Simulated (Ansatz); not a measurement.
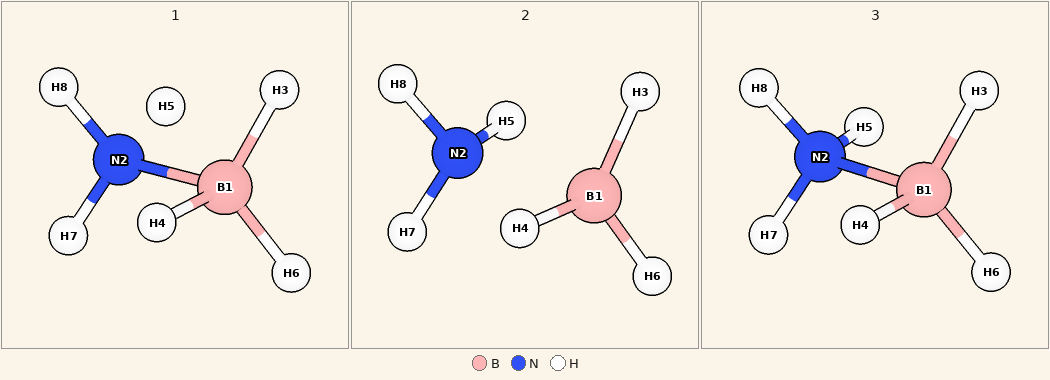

The reacting system BH₆N (fragments BH₅N + H where the first distance is long, BH₃ + H₃N where the second is long). First axis: distance N2–H5 (bond that forms). Second axis: distance B1–N2 (bond that breaks). Relaxed at each point: all other coordinates. The scan uses an 11 × 11 grid. Points are written as (first, second). All energies are given in kJ/mol relative to a guessed transition structure relaxed with its forming and breaking bonds held. The reference is spin-restricted, so regions where a bond is pulled apart into radicals lie too high. Theory: Ansatz, RKS PBE0-D4/def2-TZVP.

The numbered pictures are structures from this grid.

**Which is the most stable, and how do the others follow?**

3, at (0.985 Å, 1.661 Å): −196 kJ/mol; 2, at (1.078 Å, 2.163 Å): −130 kJ/mol; 1, at (1.686 Å, 1.555 Å): 88 kJ/mol.

The map, with the structures marked:

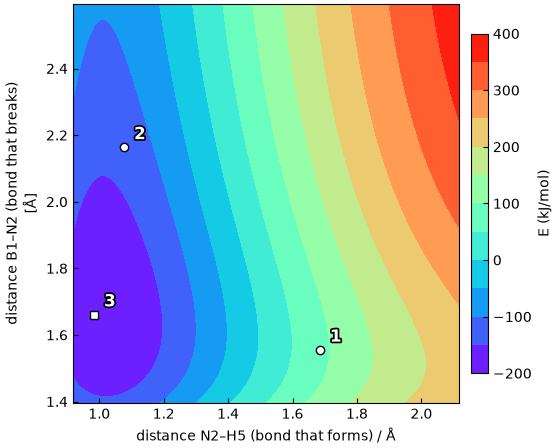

Drawn: filled contours. Between grid points the surface is interpolated.
